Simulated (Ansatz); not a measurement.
**NO+ (nitrosonium) at RPA@PBE/aug-cc-pVTZ**

Aim: the vertical singlet–triplet gap of NO+ (nitrosonium) at RPA@PBE/aug-cc-pVTZ, from 2 runs. 

The results are computed with Ansatz 0.2.0.

1 further run of the same task is left out (set aside as unsound or not needed).

### Step 1. The system as given

The species is NO+ (2 atoms), meant as a singlet with charge +1. SMILES: `N#[O+]`. The bond length is the measured one.

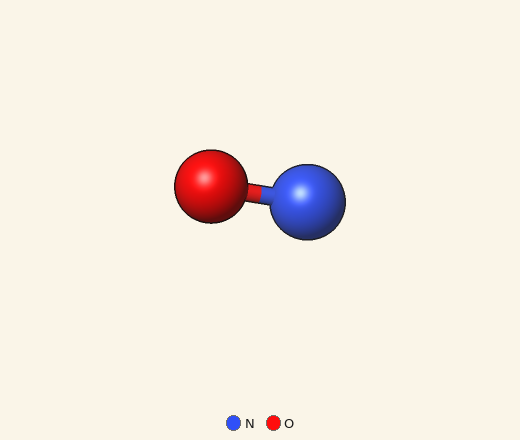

The structure, seen from a chosen angle (nitrogen blue, oxygen red).

### Step 2. A single-point energy at RPA@PBE/aug-cc-pVTZ

job.yaml

```yaml
crystal:
  periodic: [false, false, false]
  atoms:
    - symbol: "N"
      position_ang: [0.000000, 0.000000, 0.000000]
    - symbol: O
      position_ang: [0.000000, 0.000000, 1.063220]
basis:
  gaussian: {orbitals: aug-cc-pVTZ}
correlation: {method: rpa, frozen_orbitals: {"N": 1, O: 1}}
accuracy: high
hamiltonian: {xc: {name: PBE}}
total_charge: 1
```

Launch:

```bash
ansatz run job.yaml --threads 1 --pin off --max-ram 3480MiB --events-out events.jsonl --progress --plain --runs-dir runs
```

What it wrote:

```text
Warning: RAYON_NUM_THREADS=1 ignored (pool sized by the plan → 1); use --threads N
Functional definition: PBE
  name "PBE"
  parameter kappa = 0.804
  parameter beta = 0.06672455060314922
  exchange = pbe_x(kappa = kappa, mu = beta*pi^2/3)
  correlation = pbe_c(beta = beta)
1267 factors; integrals over basis functions are off by at most 2.7e-9 eV
mean field evaluation 1: about -3517.5294 eV, gradient 6.3e1 eV
mean field evaluation 2: about -3517.5228 eV, gradient 6.3e1 eV
mean field evaluation 4: about -3519.7395 eV, gradient 4.2e1 eV
mean field evaluation 8: about -3522.8647 eV, gradient 4.8e-1 eV
mean field evaluation 16: about -3522.8650 eV, gradient 3.2e-6 eV
mean field -3522.86502184 eV, -129.4629016689 hartree, gradient 1.1e-8 eV, S^2 0.000000; 0 other end points of the search recorded, 0 dependent functions left out
2 core orbitals not correlated: weight in the atoms' cores, before any rotation towards them, 1.000 or more for the frozen orbitals, at most 0.000 for the correlated occupied ones
reference -3508.80127743 eV, -128.9460685946 hartree; 5, 5 occupied and 85, 85 virtual orbitals, 1267 factors
Total energy: -3525.30988144 eV, -129.5527486022 hartree
```

Run time: 2.5 s. Hardware: 1 thread of Arm Neoverse V2, shared host; peak memory 0.2 GiB.

### Step 3. The triplet

molecule.yaml

```yaml
crystal:
  periodic: [false, false, false]
  atoms:
    - {symbol: N, position_ang: [0.000000, 0.000000, 0.000000]}
    - {symbol: O, position_ang: [0.000000, 0.000000, 1.063220]}
basis:
  gaussian:
    orbitals: aug-cc-pVTZ
hamiltonian:
  xc: pbe
accuracy: high
total_charge: 1
magnetization:
  spin_polarized: true
  initial_magnetization: 2
correlation:
  method: rpa
  frozen_orbitals: {"N": 1, O: 1}
```

Launch:

```bash
ansatz run molecule.yaml --threads 1 --pin off --max-ram 3480MiB --events-out events.jsonl --progress --plain --runs-dir runs
```

What it wrote:

```text
Warning: RAYON_NUM_THREADS=1 ignored (pool sized by the plan → 1); use --threads N
[... 6 set-up lines as earlier in the session ...]
1267 factors; integrals over basis functions are off by at most 2.7e-9 eV
mean field evaluation 1: about -3507.1224 eV, gradient 5.4e1 eV
mean field evaluation 2: about -3507.1150 eV, gradient 5.4e1 eV
mean field evaluation 4: about -3512.3606 eV, gradient 2.7e1 eV
mean field evaluation 8: about -3515.3034 eV, gradient 2.7e-1 eV
mean field evaluation 16: about -3515.3017 eV, gradient 9.7e-5 eV
mean field evaluation 32: about -3513.7213 eV, gradient 3.3e-7 eV
mean field evaluation 64: about -3514.4325 eV, gradient 1.5e1 eV
mean field evaluation 96: about -3493.7228 eV, gradient 4.0e1 eV
mean field -3515.30170015 eV, -129.1849547234 hartree, gradient 5.8e-8 eV, S^2 2.007008; 8 other end points of the search recorded, 0 dependent functions left out
2 core orbitals not correlated: weight in the atoms' cores, before any rotation towards them, 1.000 or more for the frozen orbitals, at most 0.000 for the correlated occupied ones
reference -3501.59612033 eV, -128.6812839549 hartree; 6, 4 occupied and 84, 86 virtual orbitals, 1267 factors
Total energy: -3517.52529349 eV, -129.2666702716 hartree
```

It took 9.9 s on 1 thread of Arm Neoverse V2, shared host; peak memory 0.25 GiB.

### Step 4. Outcome

At RPA@PBE/aug-cc-pVTZ, 2 core orbitals frozen:

```
                                        quantity          value
                           singlet: total energy  -129.55275 Eh
       singlet: RPA correlation energy (valence)     -606.7 mEh
                           triplet: total energy  -129.26667 Eh
       triplet: RPA correlation energy (valence)     -585.4 mEh
      triplet: ⟨S²⟩ of the reference determinant          2.007
vertical energy of the triplet above the singlet       7.785 eV
```

**Reading.** At this shape the triplet lies 7.78 eV (180 kcal/mol) above the singlet.
